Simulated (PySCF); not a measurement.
# SnClF (SMILES [F][Sn][Cl]): r2SCAN/STO-3G

Aim: the vertical singlet–triplet gap of SnClF at r2SCAN/STO-3G, from 2 runs. 

The calculation is run with PySCF 2.14.0.

19 further runs of the same task are left out: 7 that didn't finish, 12 set aside as unsound or not needed.

## Step 1: The molecule

The species is SnClF (3 atoms), meant as a singlet with charge 0. As SMILES, `[F][Sn][Cl]`. Geometry: relaxed at PBE0-D4/def2-TZVP.

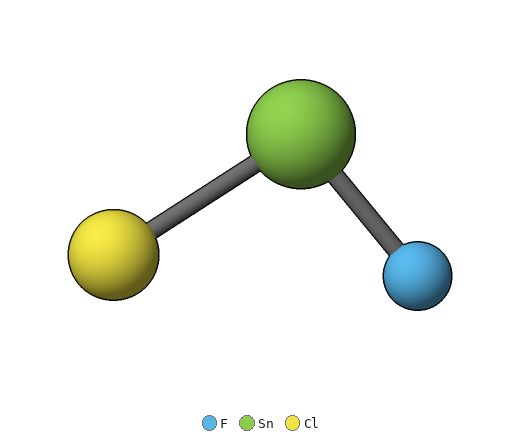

The structure, seen from a chosen angle (fluorine blue, tin green, chlorine yellow).

## Step 2: The energy at r2SCAN/STO-3G

The input, job.py:

```python
from pyscf import gto, dft

molecule = gto.Mole()
molecule.atom = 'F -1.389600 0.223100 -0.744400; Sn 0.164300 0.898100 0.190700; Cl 1.214300 -1.186000 0.540500'
molecule.verbose = 4
molecule.charge = 0
molecule.max_memory = 1860
molecule.basis = 'sto-3g'
molecule.build()

mf = dft.RKS(molecule)
mf.xc = 'r2scan'
mf.conv_tol = 1e-10
mf.grids.level = 5
mf.kernel()
if not mf.converged:
    mf = mf.newton().run(mf.mo_coeff, mf.mo_occ)

etot = mf.e_tot
print(f'total energy: {etot:.8f} hartree')
```

Launch:

```bash
$ OMP_NUM_THREADS=1 python job.py
```

The log of the run:

```text
PySCF version 2.14.0

[INPUT] num. atoms = 3
[INPUT] num. electrons = 76
[INPUT] charge = 0
[INPUT] spin (= nelec alpha-beta = 2S) = 0
[INPUT] symmetry False subgroup None
[INPUT] Mole.unit = angstrom
[INPUT] Symbol           X                Y                Z      unit          X                Y                Z       unit  Magmom
[INPUT]  1 F     -1.389600000000   0.223100000000  -0.744400000000 AA   -2.625963422696   0.421597898390  -1.406712127126 Bohr   0.0
[INPUT]  2 Sn     0.164300000000   0.898100000000   0.190700000000 AA    0.310482002266   1.697163032472   0.360370771955 Bohr   0.0
[INPUT]  3 Cl     1.214300000000  -1.186000000000   0.540500000000 AA    2.294694433059  -2.241215183734   1.021396970327 Bohr   0.0

nuclear repulsion = 338.758404594777
number of shells = 19
number of NR pGTOs = 123
number of NR cGTOs = 41
basis = sto-3g
ecp = {}

******** <class 'pyscf.dft.rks.RKS'> ********
method = RKS
initial guess = minao
damping factor = 0
level_shift factor = 0
DIIS = <class 'pyscf.scf.diis.CDIIS'>
diis_start_cycle = 1
diis_space = 8
diis_damp = 0
SCF conv_tol = 1e-10
SCF conv_tol_grad = None
SCF max_cycles = 50
direct_scf = True
direct_scf_tol = 1e-13
XC library pyscf.dft.libxc version 7.0.0
    S. Lehtola, C. Steigemann, M. J.T. Oliveira, and M. A.L. Marques.,  SoftwareX 7, 1–5 (2018)
XC functionals = r2scan
    J. W. Furness, A. D. Kaplan, J. Ning, J. P. Perdew, and J. Sun.,  J. Phys. Chem. Lett. 11, 8208-8215 (2020)
    J. W. Furness, A. D. Kaplan, J. Ning, J. P. Perdew, and J. Sun.,  J. Phys. Chem. Lett. 11, 9248-9248 (2020)
    J. W. Furness, A. D. Kaplan, J. Ning, J. P. Perdew, and J. Sun.,  J. Phys. Chem. Lett. 11, 8208-8215 (2020)
    J. W. Furness, A. D. Kaplan, J. Ning, J. P. Perdew, and J. Sun.,  J. Phys. Chem. Lett. 11, 9248-9248 (2020)
radial grids:
    Treutler-Ahlrichs [JCP 102, 346 (1995); DOI:10.1063/1.469408] (M4) radial grids

becke partition: Becke, JCP 88, 2547 (1988); DOI:10.1063/1.454033
pruning grids: <function nwchem_prune>
grids dens level: 5
symmetrized grids: False
atomic radii adjust function: <function treutler_atomic_radii_adjust>
small_rho_cutoff = 0
Set gradient conv threshold to 1e-05
Initial guess from minao.
tot grids = 133928
init E= -6502.48182540459
  HOMO = -0.572470373114044  LUMO = -0.439366924012855  gap/eV = 3.62193
cycle= 1 E= -6519.0782639366  delta_E= -16.6  |g|= 0.318  |ddm|= 2.25
  HOMO = -0.00855329504896646  LUMO = 0.0530083969916538  gap/eV = 1.67518
cycle= 2 E= -6517.65216513848  delta_E= 1.43  |g|= 2.29  |ddm|= 2.85
  HOMO = -0.10620025130231  LUMO = 0.00141958115230567  gap/eV = 2.92848
cycle= 3 E= -6519.10014269858  delta_E= -1.45  |g|= 0.239  |ddm|= 2.13
  HOMO = -0.12298928815088  LUMO = -0.0108691802207078  gap/eV = 3.05094
cycle= 4 E= -6519.1206405441  delta_E= -0.0205  |g|= 0.0594  |ddm|= 0.486
  HOMO = -0.120273459132989  LUMO = -0.00683333664915381  gap/eV = 3.08686
cycle= 5 E= -6519.1223882866  delta_E= -0.00175  |g|= 0.0114  |ddm|= 0.154
  HOMO = -0.12052946142154  LUMO = -0.00764188724968948  gap/eV = 3.07183
cycle= 6 E= -6519.12247821526  delta_E= -8.99e-05  |g|= 0.00466  |ddm|= 0.0391
  HOMO = -0.120615344441802  LUMO = -0.00762678812375664  gap/eV = 3.07458
cycle= 7 E= -6519.12248784046  delta_E= -9.63e-06  |g|= 0.00022  |ddm|= 0.00747
  HOMO = -0.120627114167079  LUMO = -0.00763310363048084  gap/eV = 3.07472
cycle= 8 E= -6519.12248786443  delta_E= -2.4e-08  |g|= 1.73e-05  |ddm|= 0.00045
  HOMO = -0.120627483113256  LUMO = -0.00763243505814104  gap/eV = 3.07475
cycle= 9 E= -6519.12248786457  delta_E= -1.41e-10  |g|= 3e-06  |ddm|= 3.7e-05
  HOMO = -0.120627358246851  LUMO = -0.00763243041405495  gap/eV = 3.07475
cycle= 10 E= -6519.12248786459  delta_E= -2.09e-11  |g|= 2.58e-07  |ddm|= 4.88e-06
  HOMO = -0.120627321790646  LUMO = -0.00763241471016482  gap/eV = 3.07475
Extra cycle  E= -6519.12248786457  delta_E= 1.55e-11  |g|= 8.18e-07  |ddm|= 2.03e-06
converged SCF energy = -6519.12248786457
total energy: -6519.12248786 hartree
```

Run time: 8.1 s. Hardware: 1 thread of Arm Neoverse V1, shared host; peak memory 0.29 GiB.

## Step 3: The triplet, same level

The input, job.py:

```python
from pyscf import gto, dft

molecule = gto.Mole()
molecule.atom = 'F -1.389600 0.223100 -0.744400; Sn 0.164300 0.898100 0.190700; Cl 1.214300 -1.186000 0.540500'
molecule.spin = 2
molecule.max_memory = 1860
molecule.verbose = 4
molecule.charge = 0
molecule.basis = 'sto-3g'
molecule.build()

mf = dft.UKS(molecule, xc='r2scan')
mf.conv_tol = 1e-10
mf.grids.level = 5
mf.kernel()
if not mf.converged:
    mf = mf.newton().run(mf.mo_coeff, mf.mo_occ)

etot = mf.e_tot
print('E(%s) = %.9f' % ('R2SCAN', etot))
```

Launch:

```bash
$ OMP_NUM_THREADS=1 python job.py
```

The log of the run:

```text
PySCF version 2.14.0

[INPUT] num. atoms = 3
[INPUT] num. electrons = 76
[INPUT] charge = 0
[INPUT] spin (= nelec alpha-beta = 2S) = 2
[INPUT] symmetry False subgroup None
[INPUT] Mole.unit = angstrom
[INPUT] Symbol           X                Y                Z      unit          X                Y                Z       unit  Magmom
[INPUT]  1 F     -1.389600000000   0.223100000000  -0.744400000000 AA   -2.625963422696   0.421597898390  -1.406712127126 Bohr   0.0
[INPUT]  2 Sn     0.164300000000   0.898100000000   0.190700000000 AA    0.310482002266   1.697163032472   0.360370771955 Bohr   0.0
[INPUT]  3 Cl     1.214300000000  -1.186000000000   0.540500000000 AA    2.294694433059  -2.241215183734   1.021396970327 Bohr   0.0

nuclear repulsion = 338.758404594777
number of shells = 19
number of NR pGTOs = 123
number of NR cGTOs = 41
basis = sto-3g
ecp = {}

******** <class 'pyscf.dft.uks.UKS'> ********
method = UKS
initial guess = minao
damping factor = 0
level_shift factor = 0
DIIS = <class 'pyscf.scf.diis.CDIIS'>
diis_start_cycle = 1
diis_space = 8
diis_damp = 0
SCF conv_tol = 1e-10
SCF conv_tol_grad = None
SCF max_cycles = 50
direct_scf = True
direct_scf_tol = 1e-13
number electrons alpha = 39  beta = 37
XC library pyscf.dft.libxc version 7.0.0
    S. Lehtola, C. Steigemann, M. J.T. Oliveira, and M. A.L. Marques.,  SoftwareX 7, 1–5 (2018)
XC functionals = r2scan
    J. W. Furness, A. D. Kaplan, J. Ning, J. P. Perdew, and J. Sun.,  J. Phys. Chem. Lett. 11, 8208-8215 (2020)
    J. W. Furness, A. D. Kaplan, J. Ning, J. P. Perdew, and J. Sun.,  J. Phys. Chem. Lett. 11, 9248-9248 (2020)
    J. W. Furness, A. D. Kaplan, J. Ning, J. P. Perdew, and J. Sun.,  J. Phys. Chem. Lett. 11, 8208-8215 (2020)
    J. W. Furness, A. D. Kaplan, J. Ning, J. P. Perdew, and J. Sun.,  J. Phys. Chem. Lett. 11, 9248-9248 (2020)
radial grids:
    Treutler-Ahlrichs [JCP 102, 346 (1995); DOI:10.1063/1.469408] (M4) radial grids

becke partition: Becke, JCP 88, 2547 (1988); DOI:10.1063/1.454033
pruning grids: <function nwchem_prune>
grids dens level: 5
symmetrized grids: False
atomic radii adjust function: <function treutler_atomic_radii_adjust>
small_rho_cutoff = 0
Set gradient conv threshold to 1e-05
tot grids = 133928
init E= -6502.48182540459
[... the frontier-level lines of each cycle are left out ...]


cycle= 1 E= -6518.9866375552  delta_E= -16.5  |g|= 0.222  |ddm|= 1.94


cycle= 2 E= -6518.04614146316  delta_E= 0.94  |g|= 1.16  |ddm|= 1.97


cycle= 3 E= -6519.01947540903  delta_E= -0.973  |g|= 0.119  |ddm|= 1.61


cycle= 4 E= -6519.03534608625  delta_E= -0.0159  |g|= 0.0251  |ddm|= 0.384


cycle= 5 E= -6519.03618333265  delta_E= -0.000837  |g|= 0.014  |ddm|= 0.117


cycle= 6 E= -6519.0364087904  delta_E= -0.000225  |g|= 0.00105  |ddm|= 0.0345


cycle= 7 E= -6519.03641098831  delta_E= -2.2e-06  |g|= 0.00053  |ddm|= 0.00601


cycle= 8 E= -6519.03641128062  delta_E= -2.92e-07  |g|= 5.99e-05  |ddm|= 0.00111


cycle= 9 E= -6519.03641128464  delta_E= -4.02e-09  |g|= 7.4e-06  |ddm|= 0.000165


cycle= 10 E= -6519.03641128466  delta_E= -2.64e-11  |g|= 5.29e-07  |ddm|= 2.07e-05


Extra cycle  E= -6519.03641128468  delta_E= -1.36e-11  |g|= 1.1e-06  |ddm|= 3.4e-06
converged SCF energy = -6519.03641128468  <S^2> = 2.0028425  2S+1 = 3.0018944
E(R2SCAN) = -6519.036411285
```

Wall time 15 s (1 thread of Arm Neoverse V1, shared host); peak memory 0.3 GiB.

## Step 4: What came out

Level: r2SCAN/STO-3G.

```
                                        quantity           value
                           singlet: total energy  -6519.12249 Eh
                          singlet: dipole moment          2.81 D
                            singlet: HOMO energy        -3.28 eV
                            singlet: LUMO energy        -0.21 eV
                          singlet: HOMO–LUMO gap         3.07 eV
                           triplet: total energy  -6519.03641 Eh
                          triplet: dipole moment          3.56 D
     triplet: HOMO energy (highest over α and β)        -0.93 eV
                                   triplet: ⟨S²⟩           2.003
vertical energy of the triplet above the singlet        2.342 eV
```

At this shape the triplet lies 2.34 eV (226 kJ/mol) above the singlet. In a minimal basis such a difference can be off by several eV, whatever the method. Relativity is left out (singlet) although the molecule holds a heavy atom. Relativity is left out (triplet) although the molecule holds a heavy atom.
